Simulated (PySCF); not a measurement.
# Oxazole (C₃H₃NO): NMR shifts and electronic excitations in gas and solvents, part 2 of 2

PySCF 2.14.0. Atoms count from 0. Earlier steps stand in the parts before.

## Step 9: TDDFT and polarisability: PBE0/aug-cc-pVTZ

What the job is given:

```
{"job": {"kind": "uv", "xc": "PBE0", "basis": "aug-cc-pVTZ", "ip": false, "dynamic": true}, "charge": 0, "multiplicity": 1}
C     -0.514226     0.398119     0.778320
C     -0.844486     0.200788    -0.514136
O      0.221992    -0.369596    -1.133827
C      1.148272    -0.485138    -0.165841
N      0.776924    -0.050297     0.985576
H     -1.104694     0.827345     1.571296
H     -1.716550     0.387637    -1.116057
H      2.094103    -0.923053    -0.443775
```

With the program's defaults for keys left out, this is: TDDFT PBE0/aug-cc-pVTZ, vertical, gas phase, core orbitals frozen in the response.

Output:

```text
coarse grid: 7272 points
cycle   1  E = -245.8530572250  dE =  1.037e+00  |g| = 4.441e-01  |ddm| = 6.351e+00
cycle   2  E = -245.8174099319  dE =  3.565e-02  |g| = 6.360e-01  |ddm| = 1.394e+00
cycle   3  E = -245.8930466377  dE = -7.564e-02  |g| = 5.518e-02  |ddm| = 7.814e-01
cycle   4  E = -245.8934615145  dE = -4.149e-04  |g| = 3.177e-02  |ddm| = 1.133e-01
cycle   5  E = -245.8936288643  dE = -1.673e-04  |g| = 1.337e-02  |ddm| = 4.641e-02
cycle   6  E = -245.8936614211  dE = -3.256e-05  |g| = 3.518e-03  |ddm| = 1.774e-02
cycle   7  E = -245.8936641079  dE = -2.687e-06  |g| = 8.506e-04  |ddm| = 5.644e-03
final grid: 71944 points
cycle   8  E = -245.8851124068  dE = -5.282e-05  |g| = 1.005e-02  |ddm| = 3.428e-01
cycle   9  E = -245.8850715271  dE =  4.088e-05  |g| = 1.779e-02  |ddm| = 3.237e-02
cycle  10  E = -245.8851295307  dE = -5.800e-05  |g| = 2.091e-03  |ddm| = 2.005e-02
cycle  11  E = -245.8851305022  dE = -9.715e-07  |g| = 4.722e-04  |ddm| = 3.126e-03
cycle  12  E = -245.8851305395  dE = -3.726e-08  |g| = 1.619e-04  |ddm| = 7.190e-04
cycle  13  E = -245.8851305450  dE = -5.562e-09  |g| = 2.756e-05  |ddm| = 2.404e-04
cycle  14  E = -245.8851305452  dE = -1.347e-10  |g| = 6.832e-06  |ddm| = 4.483e-05
converged SCF energy = -245.8851305452

Static polarisability (au): isotropic 42.848, principal 29.931 46.570 52.042

Singlet excitations
state   eV       nm        f      main configurations
  1   6.3593    195.0   0.15688   H->L 0.94
  2   6.4003    193.7   0.00914   H->L+1 0.98
  3   6.4589    192.0   0.00245   H-1->L 0.97
  4   6.9312    178.9   0.01607   H->L+2 0.96
  5   7.1409    173.6   0.00004   H->L+3 0.97
  6   7.3325    169.1   0.04154   H->L+4 0.66, H-2->L 0.24
  7   7.5022    165.3   0.00247   H->L+5 0.92
  8   7.6610    161.8   0.02340   H-1->L+1 0.58, H->L+6 0.29
  9   7.6946    161.1   0.01934   H->L+6 0.49, H-1->L+1 0.35, H->L+4 0.10
 10   7.8114    158.7   0.00309   H-1->L+4 0.81, H-1->L+6 0.13

Triplet excitations (Tamm-Dancoff, eV): 4.2958 5.6672 5.8795 6.3326
```

It took 28 s on 1 thread of AMD EPYC 7R43, shared host; peak memory 0.97 GiB.

Frontier orbitals and where they lie:

```csv
orbital,eV,atoms
HOMO−3,-11.50,"O2 47 %, C1 18 %, C0 17 %"
HOMO−2,-9.44,"N4 35 %, O2 26 %, C0 16 %"
HOMO−1,-8.56,"N4 64 %, C0 11 %, C3 11 %"
HOMO,-7.39,"C1 30 %, C0 24 %, C3 18 %"
LUMO,-0.27,"C3 26 %, C1 19 %, O2 17 %"
LUMO+1,0.04,"H6 40 %, H5 23 %, H7 21 %"
LUMO+2,0.44,"H7 50 %, C3 14 %, C1 10 %"
```

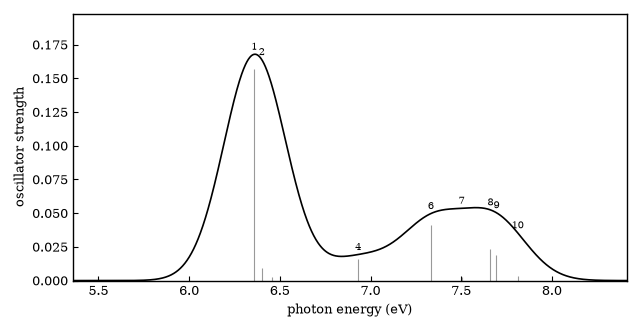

Absorption spectrum from the 10 singlet states computed; above the last one it falls off for lack of states. Lines are broadened to a width of 0.40 eV (Gaussian).

Further results of this job:

```csv
property,computed,measured
dipole moment (D),1.56,1.50
polarisability (Å³),6.35,–
HOMO–LUMO gap (eV),7.12,–
−ε(HOMO) (eV),7.39,–
C6 with itself (au),785,–
```

Measured: gas; NIST CCCBDB Release 22 (SRD 101), experimental dipoles.

## Step 10: TDDFT and polarisability: CAM-B3LYP/aug-cc-pVTZ

Settings changed since step 9:

```diff
@@ -1,2 +1,2 @@
-{"job": {"kind": "uv", "xc": "PBE0", "basis": "aug-cc-pVTZ", "ip": false, "dynamic": true}, "charge": 0, "multiplicity": 1}
+{"job": {"kind": "uv", "xc": "CAM-B3LYP", "basis": "aug-cc-pVTZ", "ip": false, "dynamic": false}, "charge": 0, "multiplicity": 1}
 C     -0.514226     0.398119     0.778320
```

With the program's defaults for keys left out, this is: TDDFT CAM-B3LYP/aug-cc-pVTZ, vertical, gas phase, core orbitals frozen in the response.

Output:

```text
coarse grid: 7272 points
cycle   1  E = -246.0022410049  dE =  1.156e+00  |g| = 5.170e-01  |ddm| = 6.448e+00
cycle   2  E = -245.9897169971  dE =  1.252e-02  |g| = 6.295e-01  |ddm| = 1.407e+00
cycle   3  E = -246.0570564208  dE = -6.734e-02  |g| = 3.849e-02  |ddm| = 7.414e-01
cycle   4  E = -246.0573634870  dE = -3.071e-04  |g| = 1.083e-02  |ddm| = 8.762e-02
cycle   5  E = -246.0573884356  dE = -2.495e-05  |g| = 5.434e-03  |ddm| = 2.453e-02
cycle   6  E = -246.0573951107  dE = -6.675e-06  |g| = 1.692e-03  |ddm| = 9.425e-03
final grid: 71944 points
cycle   7  E = -246.0542732392  dE = -4.258e-05  |g| = 4.473e-03  |ddm| = 2.653e-01
cycle   8  E = -246.0542694433  dE =  3.796e-06  |g| = 6.325e-03  |ddm| = 2.176e-02
cycle   9  E = -246.0542770476  dE = -7.604e-06  |g| = 7.405e-04  |ddm| = 7.556e-03
cycle  10  E = -246.0542771482  dE = -1.006e-07  |g| = 1.803e-04  |ddm| = 1.446e-03
cycle  11  E = -246.0542771557  dE = -7.469e-09  |g| = 3.476e-05  |ddm| = 4.182e-04
cycle  12  E = -246.0542771559  dE = -2.501e-10  |g| = 1.525e-05  |ddm| = 8.075e-05
converged SCF energy = -246.0542771559

Static polarisability (au): isotropic 42.792, principal 30.065 46.733 51.577

Singlet excitations
state   eV       nm        f      main configurations
  1   6.3959    193.8   0.15930   H->L+2 0.95
  2   6.5187    190.2   0.01176   H->L 0.90
  3   6.5911    188.1   0.00306   H-1->L+2 0.85
  4   7.1257    174.0   0.01527   H->L+1 0.80, H->L+5 0.10
  5   7.3437    168.8   0.00000   H->L+3 0.87
  6   7.4157    167.2   0.04439   H->L+4 0.39, H->L+7 0.26, H-2->L+2 0.20
  7   7.6313    162.5   0.00608   H->L+5 0.59, H->L+6 0.13, H->L+1 0.11
  8   7.7589    159.8   0.00656   H->L+4 0.55, H->L+7 0.30
  9   7.9509    155.9   0.04659   H-1->L 0.71, H-1->L+3 0.09
 10   7.9910    155.2   0.00261   H-1->L+7 0.39, H-1->L+4 0.31, H-1->L+13 0.19

Triplet excitations (Tamm-Dancoff, eV): 4.3289 5.7029 5.9845 6.4785
```

It took 27 s on 1 thread of AMD EPYC 7R43, shared host; peak memory 1.1 GiB.

Key values: HOMO -8.73 eV, LUMO 0.29 eV; lowest singlet 6.40 eV.

## Step 11: TDDFT and polarisability: wB97X-D/aug-cc-pVTZ

Settings changed since step 10:

```diff
@@ -1,2 +1,2 @@
-{"job": {"kind": "uv", "xc": "CAM-B3LYP", "basis": "aug-cc-pVTZ", "ip": false, "dynamic": false}, "charge": 0, "multiplicity": 1}
+{"job": {"kind": "uv", "xc": "wB97X-D", "basis": "aug-cc-pVTZ", "ip": true, "dynamic": false}, "charge": 0, "multiplicity": 1}
 C     -0.514226     0.398119     0.778320
```

Method: TDDFT wB97X-D/aug-cc-pVTZ, vertical, gas phase, core orbitals frozen in the response.

Output:

```text
coarse grid: 7272 points
cycle   1  E = -246.0253954956  dE =  1.195e+00  |g| = 5.236e-01  |ddm| = 6.709e+00
cycle   2  E = -246.0283187690  dE = -2.923e-03  |g| = 5.755e-01  |ddm| = 1.827e+00
cycle   3  E = -246.0839681960  dE = -5.565e-02  |g| = 3.554e-02  |ddm| = 7.751e-01
cycle   4  E = -246.0843058441  dE = -3.376e-04  |g| = 1.182e-02  |ddm| = 1.723e-01
cycle   5  E = -246.0843429403  dE = -3.710e-05  |g| = 6.258e-03  |ddm| = 5.776e-02
cycle   6  E = -246.0843515332  dE = -8.593e-06  |g| = 2.162e-03  |ddm| = 1.404e-02
final grid: 71944 points
cycle   7  E = -246.0762260974  dE = -1.338e-04  |g| = 8.546e-03  |ddm| = 4.181e-01
cycle   8  E = -246.0762156653  dE =  1.043e-05  |g| = 1.150e-02  |ddm| = 3.526e-02
cycle   9  E = -246.0762398341  dE = -2.417e-05  |g| = 8.516e-04  |ddm| = 1.345e-02
cycle  10  E = -246.0762399638  dE = -1.297e-07  |g| = 4.358e-04  |ddm| = 2.913e-03
cycle  11  E = -246.0762400049  dE = -4.111e-08  |g| = 9.444e-05  |ddm| = 1.023e-03
cycle  12  E = -246.0762400073  dE = -2.365e-09  |g| = 3.226e-05  |ddm| = 2.988e-04
cycle  13  E = -246.0762400077  dE = -4.447e-10  |g| = 7.786e-06  |ddm| = 1.864e-04
converged SCF energy = -246.0762400077

Static polarisability (au): isotropic 42.807, principal 30.183 46.668 51.570

Singlet excitations
state   eV       nm        f      main configurations
  1   6.4339    192.7   0.16059   H->L+3 0.94
  2   6.5927    188.1   0.00310   H-1->L+3 0.84
  3   6.6524    186.4   0.01312   H->L 0.83
  4   7.2634    170.7   0.01407   H->L+1 0.76
  5   7.4503    166.4   0.00211   H->L+2 0.79
  6   7.4509    166.4   0.03989   H->L+4 0.28, H->L+7 0.27, H-2->L+3 0.21
  7   7.8019    158.9   0.00551   H->L+5 0.33, H->L+6 0.28, H->L+1 0.12
  8   7.8108    158.7   0.00813   H->L+4 0.62, H->L+7 0.23
  9   8.0058    154.9   0.00316   H-1->L+7 0.38, H-1->L+13 0.29, H-1->L+4 0.26
 10   8.0291    154.4   0.05096   H-1->L 0.56, H-1->L+2 0.15, H-1->L+1 0.09

Triplet excitations (Tamm-Dancoff, eV): 4.4402 5.8150 6.0391 6.6065
Vertical ionisation energy (delta-SCF) = 9.6705 eV
```

Run time: 49 s. Hardware: 1 thread of AMD EPYC 7R43, shared host; peak memory 1.2 GiB.

In short: HOMO -9.21 eV, LUMO 0.83 eV; lowest singlet 6.43 eV.

## Step 12: Run by run: NMR shifts

Shifts (ppm) of some atoms, chosen among heavy atoms and hydrogens apart, with basis size and wall time:

```csv
run,C3,C1,C0,H6,H5,O2,N4,functions,time
PBE0/pcSseg-2,160.1,147.5,137.7,7.82,7.42,325.6,298.0,222,15 s
KT3/pcSseg-2,147.9,136.3,126.6,7.79,7.29,314.8,276.8,222,26 s
wB97X-D/pcSseg-2,162.0,149.3,139.3,7.81,7.43,321.2,298.6,222,18 s
B97-2/pcSseg-2,157.2,144.7,135.1,7.78,7.37,319.5,291.2,222,14 s
WP04/pcSseg-2 in chloroform,163.6,151.4,139.5,7.87,7.34,325.1,291.4,222,14 s
wB97X-D/pcSseg-2 in chloroform,164.7,151.9,139.4,8.08,7.53,327.9,290.8,222,17 s
```

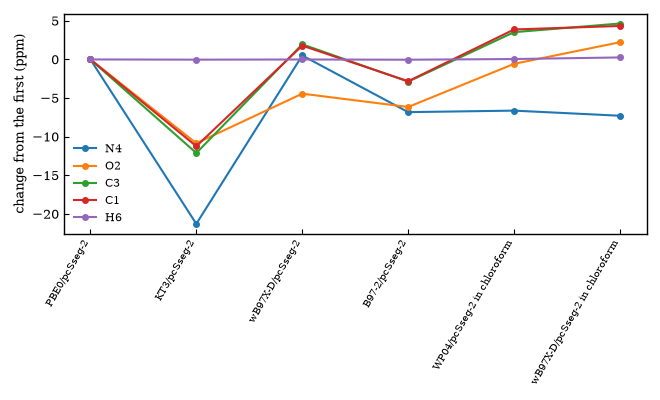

How five of the tabulated atoms move from run to run.

## Step 13: Comparing the runs: electronic excitations

Excitations and ground-state properties, with basis size and wall time:

```csv
run,lowest singlet (eV),brightest (eV),f,gap (eV),α (Å³),μ (D),functions,time
PBE0/aug-cc-pVTZ,6.36,6.36,0.157,7.12,6.35,1.56,299,28 s
CAM-B3LYP/aug-cc-pVTZ,6.40,6.40,0.159,9.01,6.34,1.58,299,27 s
wB97X-D/aug-cc-pVTZ,6.43,6.43,0.161,10.05,6.34,1.59,299,49 s
```

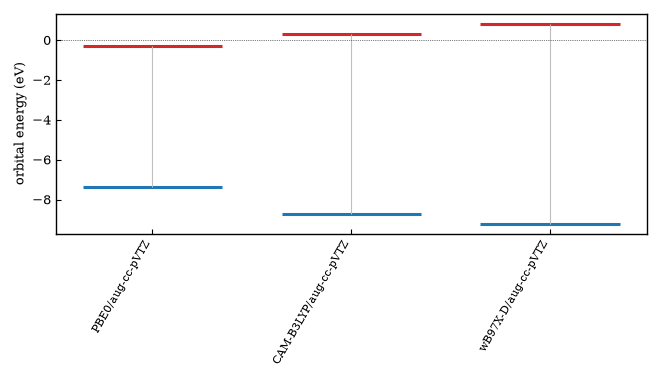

HOMO (blue) and LUMO (red) run by run.

Measured dipole: 1.50 D (gas; NIST CCCBDB Release 22 (SRD 101), experimental dipoles).

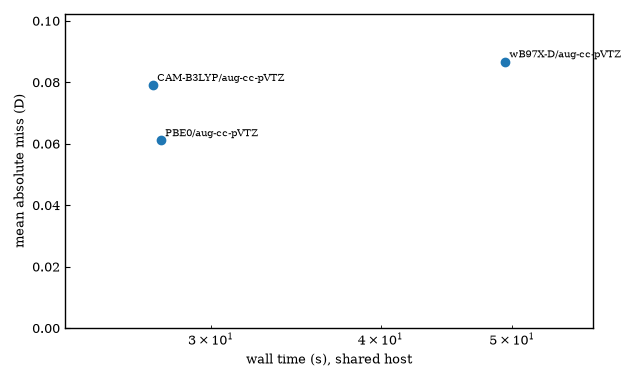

Cost against miss for the measured dipole.

## Step 14: Summary of results

This closing draws on all 2 parts.

| quantity | value |
| --- | --- |
| point group | Cs |
| rotational constants (main isotopes) | 10.20, 9.80, 5.00 GHz |
| ¹³C shifts against TMS (PBE0/pcSseg-2) | 160.1, 147.5, 137.7 ppm |
| ¹H shifts against TMS (PBE0/pcSseg-2) | 7.85, 7.82, 7.42 ppm |
| ¹⁷O shifts against H2O (PBE0/pcSseg-2) | 325.6 ppm |
| ¹⁵N shifts against NH3 (PBE0/pcSseg-2) | 298.0 ppm |
| lowest singlet (PBE0/aug-cc-pVTZ) | 6.36 eV (195 nm), f = 0.157 |
| lowest triplet | 4.30 eV |
| range of the shift of N4 (wB97X-D/pcSseg-2 runs) | 290.8 to 298.6 ppm |
| range of the lowest singlet | 6.36 to 6.43 eV |

What this shows: Over 10 steps the energy fell by 0.126 eV; of the close pairs, C0–N4 changed most, 1.335 to 1.382 Å. No frequency check was run at this level, so the end point may be a saddle. At PBE0/pcSseg-2: The widest tensor belongs to N4: span 479 ppm, with a paramagnetic part of -356 ppm. NICS(1)zz of -29 ppm above the planar ring from C0 marks a diatropic (aromatic) ring current. The first singlet state (HOMO→LUMO 0.94) lies at 6.36 eV and is bright. The lowest triplet lies 2.06 eV below the lowest singlet (triplets in Tamm-Dancoff, singlets in full TDDFT). The dipole moment, 1.56 D, compares with 1.50 D measured (one conformer here). At one level, wB97X-D/pcSseg-2: Across the 2 runs the shift of N4 moves most, between 290.8 (wB97X-D/pcSseg-2 in chloroform) and 298.6 ppm (wB97X-D/pcSseg-2). The lowest singlet runs from 6.36 eV (PBE0/aug-cc-pVTZ) to 6.43 eV (wB97X-D/aug-cc-pVTZ), while the orbital gap spans 7.12 to 10.05 eV: the excitation energy moves far less from run to run than the orbital gap does. The lowest state need not be the same one in every run. For the measured dipole, PBE0/aug-cc-pVTZ misses least (0.06 D, 28 s) and wB97X-D/aug-cc-pVTZ most (0.09 D, 49 s); the quickest, CAM-B3LYP/aug-cc-pVTZ, misses by 0.08 D in 27 s. One molecule ranks no method: errors cancel, and vibration and temperature are missing from all runs.
